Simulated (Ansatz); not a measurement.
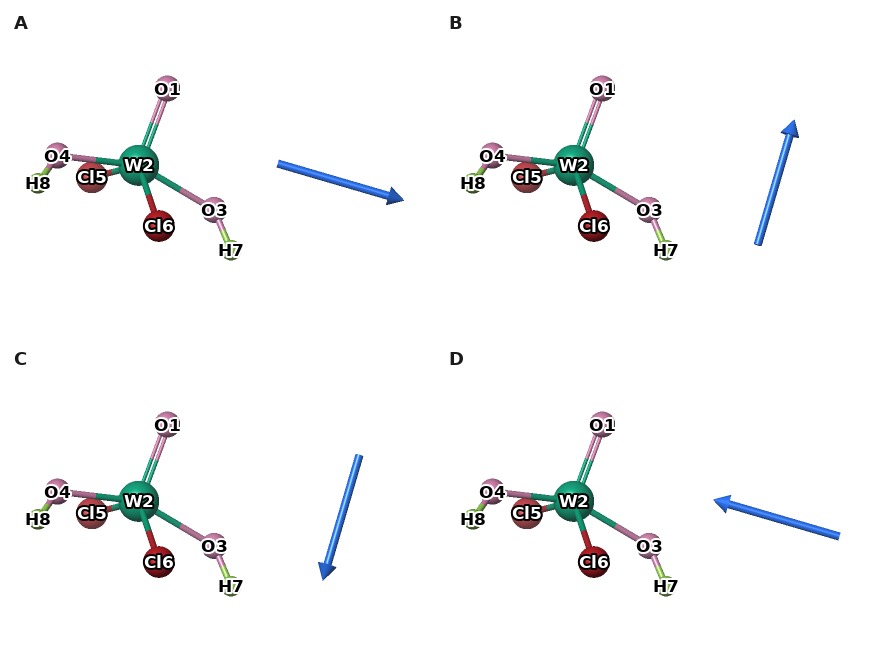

The same molecule four times, each with an arrow. Charge 0, singlet. The computed structure is the end point of a PBE0-D4/def2-TZVP optimisation. No frequency run is at hand to confirm it as a minimum. Level of theory: RKS PBE-D4/def2-TZVPP, core potentials on W (Ansatz 0.2.0).

### Which arrow points along the dipole moment, from the negative to the positive end?

C. The dipole moment is 2.40 D; it points from the side of O1 to the side of Cl6 (the outermost atoms at the two ends).
